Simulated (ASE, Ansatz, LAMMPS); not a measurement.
**(11,0) carbon nanotube bundle (132 atoms): support functions against a reference**

Wanted: errors and times of a linear-scaling basis for (11,0) carbon nanotube bundle (132 atoms). A setting counts as converged where the r.m.s. difference of forces stays under 1 % of the r.m.s. force.

Main program and level: Ansatz 0.2.0; Kohn-Sham DFT, PBE+D4, PAW (set soft_2), plane waves.

### 1. Starting point

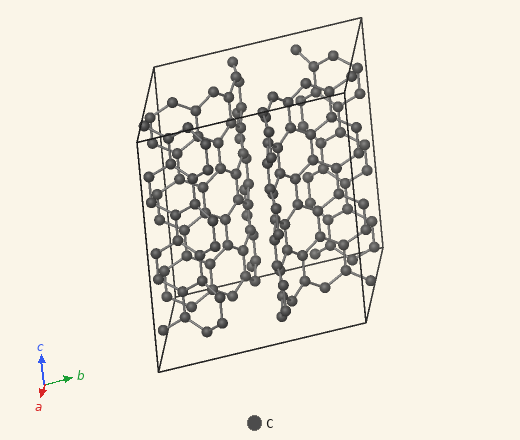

The cell as given, from the side, with the c axis up (carbon dark grey). Some periodic images of atoms are drawn too.

The cell holds 132 atoms: 132 C. Its edges and angles: a = 11.913 Å, b = 11.913 Å, c = 12.549 Å, α = 90.0°, β = 90.0°, γ = 120.0°. It derives from C (graphene). Graphene sheet (a = 2.46 Å) rolled into a (11,0) tube of diameter 8.61 Å, 3 periods, hexagonal bundle with 3.3 Å between walls; minimised with a classical potential (one cell length free).

Limits known from the start: Sampling is at Γ alone, for a cell whose shortest periodic width is 10 Å.

### 2. The classical run that made the cell

A minimisation with a classical potential prepares the built cell.

This step: classical potential: AIREBO (Stuart, Tutein and Harrison, J. Chem. Phys. 112, 6472 (2000)) (LAMMPS stable Jul 2025 - Update 4).

in.lammps reads:

```
units metal
atom_style atomic
boundary p p p
atom_modify map array
read_data structure.data
pair_style airebo 3.0 1 1
pair_coeff * * CH.airebo C
thermo_style custom step temp pe press lx ly lz fmax
thermo 200
min_style cg
minimize 0 1e-4 3000 30000
fix box all box/relax z 0.0 vmax 0.001
minimize 0 1e-4 3000 30000
unfix box
minimize 0 1e-4 2000 20000
write_data relaxed.data nocoeff
```

Run with:

```
> lmp -in in.lammps -log log.lammps -screen none -nocite
```

Numbers of over 12 decimals in the logs are rounded to 6 here.

The program printed:

```text
LAMMPS (22 Jul 2025 - Update 4)
  132 atoms
   Step          Temp          PotEng         Press            Lx             Ly             Lz            Fmax     
         0   0             -973.18502     -68557.038      11.913466      10.317364      12.782535      0.10138712   
        70   0             -973.32873     -51670.27       11.913466      10.317364      12.782535      9.4776323e-06
Loop time of 1.64447 on 1 procs for 70 steps with 132 atoms
Minimization stats:
  Stopping criterion = force tolerance
  Energy initial, next-to-last, final = 
     -973.185022397865   -973.32872688382  -973.328726883981
  Force two-norm initial, final = 0.98951556 6.6013327e-05
  Force max component initial, final = 0.10138712 9.4776323e-06
  Iterations, force evaluations = 70 140
   Step          Temp          PotEng         Press            Lx             Ly             Lz            Fmax     
        70   0             -973.32873     -51670.27       11.913466      10.317364      12.782535      9.4776321e-06
       200   0             -974.56679     -5702.3319      11.913466      10.317364      12.549469      0.0004802216 
       400   0             -974.56679     -5693.8413      11.913466      10.317364      12.549443      5.5041779e-05
       483   0             -974.56679     -5693.0042      11.913466      10.317364      12.549443      1.211707e-05 
Loop time of 7.11727 on 1 procs for 413 steps with 132 atoms
Minimization stats:
  Stopping criterion = force tolerance
  Energy initial, next-to-last, final = 
     -973.328726883981  -974.566788015062  -974.566788015128
  Force two-norm initial, final = 134.91643 8.7893282e-05
  Force max component initial, final = 134.91643 1.211707e-05
  Iterations, force evaluations = 413 807
   Step          Temp          PotEng         Press            Lx             Ly             Lz            Fmax     
       483   0             -974.56679     -5693.0042      11.913466      10.317364      12.549443      1.211707e-05 
       484   0             -974.56679     -5693.0055      11.913466      10.317364      12.549443      9.654363e-06 
Loop time of 0.0184726 on 1 procs for 1 steps with 132 atoms
Minimization stats:
  Stopping criterion = force tolerance
  Energy initial, next-to-last, final = 
     -974.566788015128  -974.566788015128  -974.566788015217
  Force two-norm initial, final = 8.7631531e-05 8.2434127e-05
  Force max component initial, final = 1.211707e-05 9.654363e-06
  Iterations, force evaluations = 1 2
```

It took 9.9 s on 1 thread of Intel Xeon at 2.80GHz (Skylake/Cascade Lake), shared host.

### 3. Plane-wave single point

This run is the reference for what follows, at a cutoff of 420 eV.

input.yaml reads:

```yaml
crystal:
  lattice:
    - [11.91347, 0.0, 0.0]
    - [-5.95673, 10.31736, 0.0]
    - [0.0, 0.0, 12.54944]
  atoms:
    - { symbol: C, position: [0.36069, 0.0, 0.1202] }
    - { symbol: C, position: [0.40495, 0.11724, 0.06505] }
    - { symbol: C, position: [0.41613, 0.22496, 0.12019] }
    - { symbol: C, position: [0.39298, 0.31397, 0.06504] }
    - { symbol: C, position: [0.40495, 0.11724, 0.28686] }
    - { symbol: C, position: [0.41613, 0.22496, 0.23172] }
    - { symbol: C, position: [0.33841, 0.37766, 0.1202] }
    - { symbol: C, position: [0.25703, 0.41147, 0.06505] }
    - { symbol: C, position: [0.39298, 0.31397, 0.28686] }
    - { symbol: C, position: [0.33841, 0.37766, 0.23171] }
    - { symbol: C, position: [0.15444, 0.41147, 0.12019] }
    - { symbol: C, position: [0.03925, 0.37766, 0.06504] }
    - { symbol: C, position: [0.25703, 0.41147, 0.28685] }
    - { symbol: C, position: [0.15444, 0.41147, 0.23172] }
    - { symbol: C, position: [0.92099, 0.31397, 0.1202] }
    - { symbol: C, position: [0.80883, 0.22496, 0.06505] }
    - { symbol: C, position: [0.03925, 0.37766, 0.28687] }
    - { symbol: C, position: [0.92099, 0.31397, 0.23171] }
    - { symbol: C, position: [0.71229, 0.11724, 0.12019] }
    - { symbol: C, position: [0.63931, 0.0, 0.06504] }
    - { symbol: C, position: [0.80883, 0.22496, 0.28685] }
    - { symbol: C, position: [0.71229, 0.11724, 0.23172] }
    - { symbol: C, position: [0.59505, 0.88276, 0.12019] }
    - { symbol: C, position: [0.58387, 0.77504, 0.06505] }
    - { symbol: C, position: [0.63931, 0.0, 0.28687] }
    - { symbol: C, position: [0.59505, 0.88276, 0.23172] }
    - { symbol: C, position: [0.60702, 0.68603, 0.1202] }
    - { symbol: C, position: [0.66159, 0.62234, 0.06504] }
    - { symbol: C, position: [0.58387, 0.77504, 0.28685] }
    - { symbol: C, position: [0.60702, 0.68603, 0.23171] }
    - { symbol: C, position: [0.74297, 0.58853, 0.12019] }
    - { symbol: C, position: [0.84556, 0.58853, 0.06505] }
    [... 94 atom lines left out ...]
    - { symbol: C, position: [0.19117, 0.77504, 0.78685] }
    - { symbol: C, position: [0.28771, 0.88276, 0.73172] }
    - { symbol: C, position: [0.07901, 0.68603, 0.95353] }
    - { symbol: C, position: [0.19117, 0.77504, 0.89839] }
    - { symbol: C, position: [0.28771, 0.88276, 0.95352] }
    - { symbol: C, position: [0.36069, 0.0, 0.89837] }
kpoints:
  mp_grid: { grid: [1, 1, 1] }
hamiltonian:
  xc: pbe
  dispersion: d4
scf:
  occupations: { method: gaussian, width: 0.025 }
output:
  forces: true
  stress: true
  populations: true
  dos:
    method: { smearing: { sigma: 0.15 } }
    de: 0.1
    projected: { site_lists: { C: [C] } }
  eigenvalues: true
  write_density: true
  write_potential: true
  volumetric_format: npy
```

Run with:

```
> ansatz run input.yaml --threads 8 --pin off --max-ram 15872MiB --backend cpu --events-out ev --progress --plain --runs-dir out
```

The program printed:

```text
Warning: the atoms were moved onto the symmetric positions of the space group found under crystal.symmetry.tolerance 1.0e-5 (fractional; no operation is sought that the atoms, as they stand in a round, miss by more than twice it, and no atom is moved by as much as it), and the run uses the moved positions. [...]
Engine: ansatz 0.2.0, aarch64-unknown-linux-gnu
Pseudopotentials: kind: paw
Pseudopotential: C, paw, valence charge 4, recommended cutoff 420 eV (normal), C.paw.azcp
[... 5 lines on functional and potentials left out ...]
Crystal: 132 atoms, lattice volume = 1542.521 Å³
Basis set: ecut = 420 eV, 30101 PW (Γ), exchange–correlation on 160×160×180 points (8 copies of the dense FFT grid, shifted against one another)
Bands: 396, of which v1, the nominal top of the filled ones, is band 264 counted from 1 (263 counted from 0)
Symmetry: 24 space group operations
Space group: Cmcm (ITA 63), of the structure as read, at distance tolerance 1.2e-4 Å
k-points: 1
[... 3 lines on functional and potentials left out ...]
Initial density: superposition of atomic densities (neutral atoms: chi_scale 0, normalization atom), corrected by the library's trained network
Initial wavefunctions: pseudopotential atomic-orbital guess
Functional: x = pbe(κ = 0.804, μ = 0.219515), c = pbe(β = 0.066725)
SCF iter   1: F=—  HF=-33123.644105 eV  |F-HF|=—  |Δ(HF+E_count)|=         —  Δρ=4.20e-3  dr2=3.06e-1  ethr=1.77e-3  ⟨swp⟩=7.0  Hψ=1779  notcnv=0  defer=91
preconditioner: auto → Resta (q_TF=auto, 2.282 Å⁻¹)  ε∞=3.0  [insulator: Δε(μ)=0.912 eV  Ē_g=15.369 eV  σ=0.025 eV  W_gap=1.00  n_scr=326 (ndim 8)  ℏωp=21.7 eV  f_vac=0.271  D(μ)=0.00/eV (n_scr^D=0)  ε∞_Penn≈3.0  vacuum switching on, ρ_ref=1.7e-2 e/Å³]
SCF iter   2: F=—  HF=-33123.680459 eV  |F-HF|=—  |Δ(HF+E_count)|=   3.64e-2  Δρ=2.06e-3  dr2=4.91e-2  ethr=5.79e-5  ⟨swp⟩=2.0  Hψ=667  notcnv=0  defer=123
SCF iter   3: F=—  HF=-33123.710863 eV  |F-HF|=—  |Δ(HF+E_count)|=   3.04e-2  Δρ=5.45e-4  dr2=4.41e-3  ethr=9.30e-6  ⟨swp⟩=2.0  Hψ=483  notcnv=0  defer=123
SCF iter   4: F=—  HF=-33123.717065 eV  |F-HF|=—  |Δ(HF+E_count)|=   6.20e-3  Δρ=1.93e-4  dr2=1.21e-3  ethr=8.34e-7  ⟨swp⟩=2.0  Hψ=514  notcnv=0  defer=123
SCF iter   5: F=—  HF=-33123.717184 eV  |F-HF|=—  |Δ(HF+E_count)|=   1.19e-4  Δρ=7.93e-5  dr2=3.67e-4  ethr=2.29e-7  ⟨swp⟩=2.0  Hψ=456  notcnv=0  defer=123
SCF iter   6: F=—  HF=-33123.717367 eV  |F-HF|=—  |Δ(HF+E_count)|=   1.83e-4  Δρ=3.21e-5  dr2=2.46e-5  ethr=6.95e-8  ⟨swp⟩=2.0  Hψ=421  notcnv=0  defer=123
SCF iter   7: F=—  HF=-33123.718421 eV  |F-HF|=—  |Δ(HF+E_count)|=   1.05e-3  Δρ=9.99e-6  dr2=1.97e-6  ethr=4.66e-9  ⟨swp⟩=2.0  Hψ=518  notcnv=0  defer=123
SCF iter   8: F=—  HF=-33123.718424 eV  |F-HF|=—  |Δ(HF+E_count)|=   2.85e-6  Δρ=3.23e-6  dr2=3.13e-7  ethr=3.72e-10  ⟨swp⟩=2.0  Hψ=537  notcnv=0  defer=123
SCF iter   9: F=-33123.718424 eV  HF=-33123.718424 eV  |F-HF|=1.72e-8  |Δ(HF+E_count)|=   4.83e-8  Δρ=6.63e-7  dr2=6.19e-9  ethr=1.89e-11  ⟨swp⟩=30.0  Hψ=4405  notcnv=0
SCF 1 converged in 9 iterations: F = -33123.718424 eV  dr2 = 6.19e-9
  greatest PAW one-centre occupation: 0.682 electrons in one spin orbital (limit 2), on the C atom at site 121 (counted from 0), in its partial waves of l = 0
WARN: The output density's exchange-correlation potential varies sharply where the density is thin. Do not read a vacuum level from v_tot or v_xc, or from such a field of the output density. On a cell that repeats whose density bears no net charge and no dipole along the vacuum's axis use v_es (v_loc + v_h of the components); [...]
SCF converged after 9 iterations
Free energy (F): -33123.718424 eV
Harris-Foulkes:  -33123.718424 eV  (|F-HF|=1.72e-8)
Internal energy: -33123.718424 eV  (E = F + TS)
E sigma→0 (E₀):  -33123.718424 eV
Fermi energy:    4.440020 eV
--- Per-component energies (eV) ---
  E_band       = -2631.079563
  E_kinetic    = 12185.039655
  E_local      = -40408.527377  (includes V_loc(G=0)·N_el)
  E_nonlocal   = 3650.075426
  E_hartree    = 15381.993999
  E_xc         = -6380.697246
  E_vxc        = -7902.249521  (∫ρ·V_xc dr)
  E_paw        = -13130.925718  (= ΣΔE_a)
  E_vpaw       = -919.402309  (= ΣTr[D̂ρ^β])
  E_aug_tail   = 0.001193  (compensation charges beyond the density's cutoff)
  E_ewald      = -4402.091997
  E_disp       = -18.586359  (pairwise vdW)
  E_smearing   = -0.000000  (= −TS)
  E_closure    = -0.000000  (closes the sum)
  Σ components = -33123.718424   (vs F -33123.718424, Δ=0.00e0)
--- Forces (eV/Å), atoms counted from 1 ---
  atom   1  C      0.18550555    -0.00000004     0.07536628
  atom   2  C      0.23686021     0.01623173    -0.08658422
  atom   3  C      0.18873983     0.10500369     0.18031122
  atom   4  C      0.11368420     0.21798887    -0.15212841
  atom   5  C      0.23686021     0.01623173     0.08658422
  atom   6  C      0.18873983     0.10500369    -0.18031122
  atom   7  C      0.11303483     0.17581947     0.13020218
  atom   8  C      0.04165155     0.20553341    -0.09999456
  atom   9  C      0.11368420     0.21798887     0.15212841
  atom  10  C      0.11303483     0.17581947    -0.13020218
  atom  11  C     -0.04165145     0.20553343     0.09999456
  atom  12  C     -0.11303474     0.17581953    -0.13020218
  atom  13  C      0.04165155     0.20553341     0.09999456
  atom  14  C     -0.04165145     0.20553343    -0.09999456
[...]
atom 131  C      0.23686020    -0.01623185     0.08658422
  atom 132  C      0.18550555    -0.00000004    -0.07536628
  max |Σ_I F_I| component: 6.11e-16 eV/Å
--- Stress (GPa, compression-positive) ---
        5.634397       0.000000      -0.000000
        0.000000       5.749860      -0.000000
       -0.000000      -0.000000      17.343104
  P = ⅓ Tr σ = 9.5758 GPa (95.758 kbar)
--- Band table (eV) ---
  k-point 0: bands = ["-15.7185", "-15.5021", "-15.5006", "-15.0797", [... 380 levels ...], "13.2619", "13.2694", "13.3586", "13.3802", "13.3802", "13.3858", "13.3858", "13.4434", "13.4434", "13.4478", "13.4478", "13.5160"]
--- Löwdin populations: 132 sites ---
  site symbol       q [e]
     0      C      3.9612
     1      C      3.9593
     2      C      3.9563
[...]
131      C      3.9612
  spilling = 0.010113 (of n_electrons = 528.000000)
```

Elapsed: 29 s, on 8 threads of Arm Neoverse N1, shared host; peak memory 2 GiB; 3.6 min of CPU time.

The column dr2 measures how far the density is from self-consistency, as an energy; F and HF (Harris–Foulkes) agree once it is small.

The program notes that positions were snapped to a detected symmetry and the exchange-correlation potential is rough where the density is thin.

Numbers from this run:

```yaml
free_energy: -33123.7184 eV
free_energy_per_atom: -250.9373 eV/atom
scf_cycles: 9
pressure: 9.576 GPa
r_m_s_force_component: 0.148 eV/Å
longest_force: 0.2891 eV/Å
fermi_energy: 4.44 eV
spacing_of_highest_filled_and_lowest_empty_level: 0.9133 eV
spilling_of_the_projection: 0.01011
```

Length of the force by element:

| element | coordination | atoms | mean length of the force (eV/Å) | spread | least | most |
| --- | --- | --- | --- | --- | --- | --- |
| C | all | 132 | 0.255 | 0.0268 | 0.200 | 0.289 |

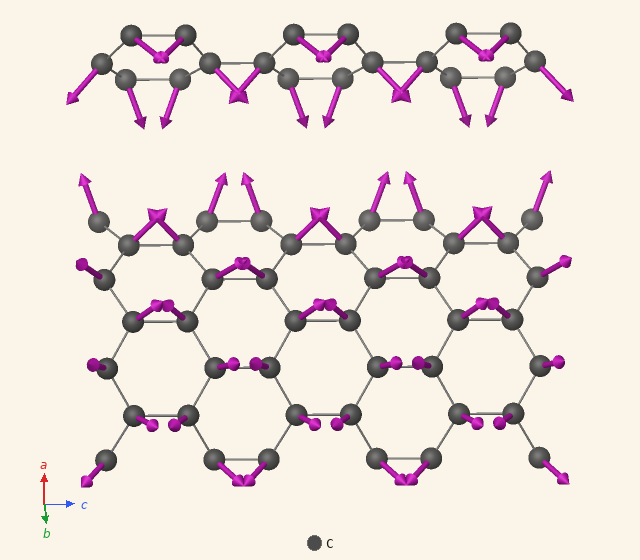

Forces as arrows; the longest in the cell is 0.289 eV/Å. Drawn is a stretch of 11 Å of the 13 Å that the cell measures along c and a slice 4 Å thick, seen along the normal of the ac plane.

The mean of these charges, 0.040 e, is only the charge that the projection spills.

Löwdin charges by element (they lack the spilled electrons, 0.040 e an atom on average):

```
element  coordination  atoms  mean charge (e)  spread   least    most
      C           all    132           0.0405  0.0027  0.0373  0.0437
```

Density of states as counts of states in windows of 1 eV (from the Fermi level), total and the larger projections:

| from (eV) | to (eV) | total | C p | C s |
| --- | --- | --- | --- | --- |
| -18 | -17 | 24.4 | 9.5 | 14.5 |
| -17 | -16 | 20.5 | 8.9 | 11.3 |
| -16 | -15 | 16.9 | 7.8 | 8.9 |
| -15 | -14 | 21.8 | 9.0 | 12.5 |
| -14 | -13 | 26.6 | 17.8 | 8.4 |
| -13 | -12 | 23.6 | 15.4 | 7.9 |
| -12 | -11 | 5.3 | 3.6 | 1.6 |
| -11 | -10 | 28.8 | 22.4 | 6.1 |
| -10 | -9 | 24.2 | 18.6 | 5.4 |
| -9 | -8 | 42.0 | 36.7 | 4.8 |
| -8 | -7 | 46.3 | 43.4 | 2.1 |
| -7 | -6 | 49.1 | 47.1 | 1.6 |
| -6 | -5 | 45.7 | 43.5 | 2.0 |
| -5 | -4 | 43.2 | 42.5 | 0.5 |
| -4 | -3 | 28.6 | 28.3 | 0.2 |
| -3 | -2 | 26.3 | 26.1 | 0.1 |
| -2 | -1 | 7.8 | 7.8 | 0.0 |
| -1 | 0 | 7.1 | 7.0 | 0.0 |
| 0 | 1 | 14.4 | 14.0 | 0.2 |
| 1 | 2 | 14.9 | 14.2 | 0.1 |
| 2 | 3 | 17.6 | 14.9 | 0.0 |
| 3 | 4 | 34.0 | 27.7 | 1.4 |
| 4 | 5 | 18.9 | 10.7 | 0.1 |

Between -21 and -18 eV lie 40 more states.

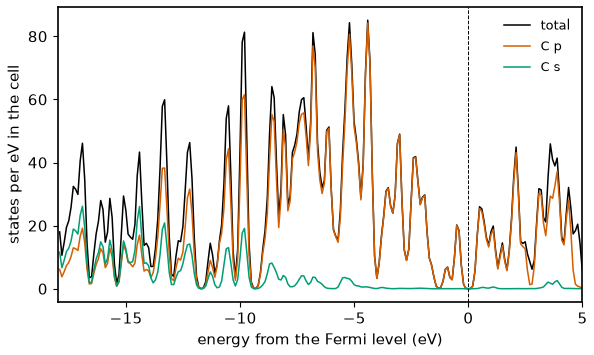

Total and projected density of states, with the broadening of the input.

The levels nearest the highest filled one (over half full), pooled over k-points and spins:

```
level less the highest filled one (eV)  occupation
                                 -1.45           2
                                 -1.18           2
                                -0.488           2
                               -0.0386           2
                               -3.0e-4           2
                                     0           2
                                 0.913           0
                                 0.920           0
                                 0.964           0
                                  1.08           0
                                  1.15           0
                                  1.26           0
```

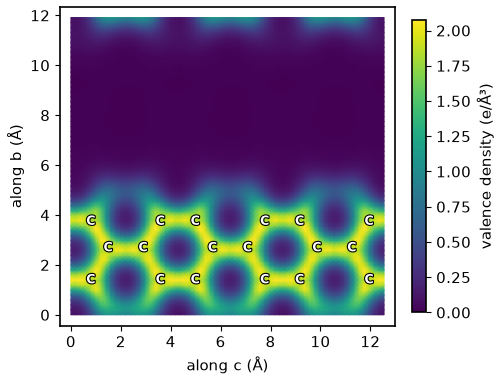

Valence density in the cb plane at fractional x = 0.405, with atoms of C within 0.2 Å of it. It is the smooth field of the valence electrons, not physical close to the nuclei.

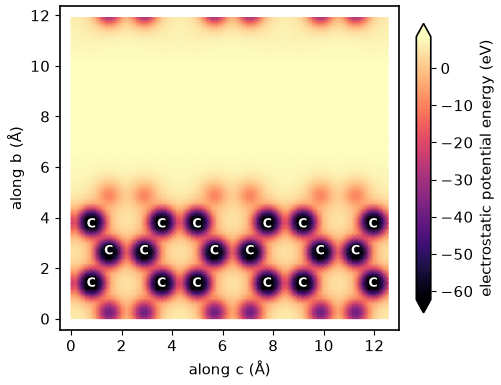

Electrostatic potential energy in the cb plane at fractional x = 0.405, with atoms of C within 0.2 Å of it. With pseudopotentials it is smooth inside the atoms' cores, unlike the true potential.

Löwdin charges run from +0.04 to +0.04 e, about a mean that is the spilled charge alone. The largest share in the top eV of filled states is C p (100 % of the projected weight), and in the lowest eV of empty states C p (98 % of the projected weight).

### 4. Distances and neighbours

These statistics describe the geometry on which the runs were made.

Density 1.71 g/cm³, 11.69 Å³ an atom.

Pair distribution function in bins of 0.2 Å:

```csv
r (Å),total
1.30,2.46
1.50,4.58
1.70,0.00
1.90,0.00
2.10,0.00
2.30,0.00
2.50,4.75
2.70,1.81
2.90,0.00
3.10,0.00
3.30,0.04
3.50,0.21
3.70,2.39
3.90,0.33
4.10,2.02
4.30,0.54
4.50,0.30
4.70,0.94
4.90,1.97
5.10,0.92
5.30,0.30
5.50,1.25
5.70,0.78
5.90,0.95
6.10,1.10
6.30,1.61
6.50,0.56
6.70,1.01
```

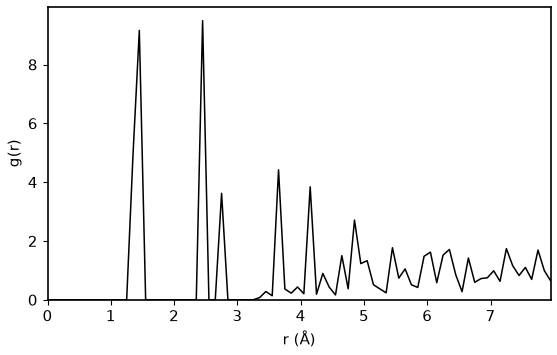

Pair distribution functions.

Bonds by pair of elements; cutoffs follow the first minimum of g(r), held within bounds set by covalent radii, and pairs that aren't listed don't count as bonded:

```
pair A-B  cutoff (Å)  bonds  mean length (Å)  spread (Å)  shortest (Å)  B about A  A about B
     C-C        1.82    198             1.40       0.002          1.40          3          3
```

How many atoms have how many bonded neighbours:

| element | mean | 3 |
| --- | --- | --- |
| C | 3 | 132 |

Bond angles, per cent of each kind in bins of 5°:

| angle (°) | C-C-C |
| --- | --- |
| 115–120 | 100.0 |

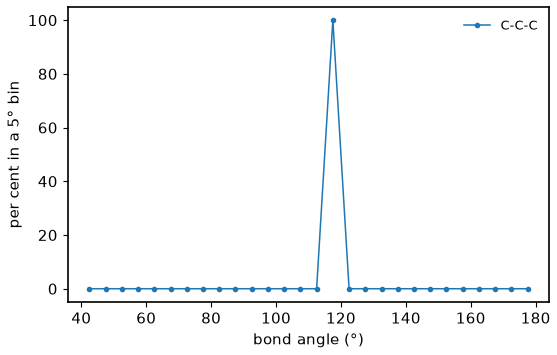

Distributions of the most common bond angles.

Bond angles (no mean is given where the spread exceeds 20°):

```
angle  count  mean (°)  spread (°)
C-C-C    396       119         0.3
```

Rings of the network by King's shortest-path rule, up to 12 atoms, one path for each pair of neighbours; H, halogens, alkali and alkaline-earth atoms are left out, and the last column divides by all other atoms, bonded or not:

```
ring size (atoms)  rings  per network atom
                6     66               0.5
```

The first peak of g(r) lies near 1.41 Å. Counting bonds as in the table, all C atoms have 3 bonded neighbours. The C-C-C angle averages 119° with a spread of 0.3°. All rings counted have 6 atoms.

[end of part 1 of 2]

[Logs are printed without paths, hosts, clocks, repeated set-up lines and the standing remarks that a program may print on its own settings, such as how far it seeks lower states.]

[Hosts, paths, dates, database ids (printed as entryN), source tags and the programs' standing remarks are cut or masked in the printed files.]
